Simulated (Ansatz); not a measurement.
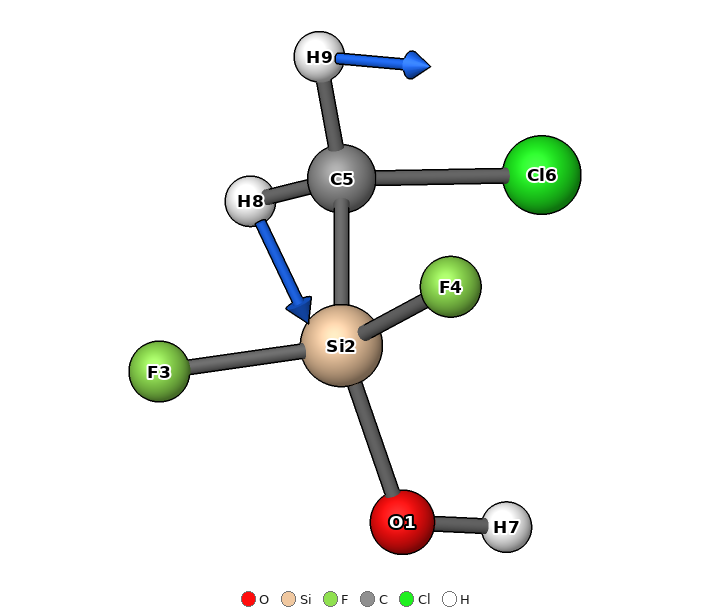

The arrows show one normal mode. Harmonic vibrations computed with RKS PBE0-D4/def2-TZVP (Ansatz 0.2.0) at a stationary point of the same level.

### Describe the motion.

Mostly H–C–H bending.

### Estimate its harmonic wavenumber.

1431 cm⁻¹; it is mode 18 of 21 counted from the lowest.
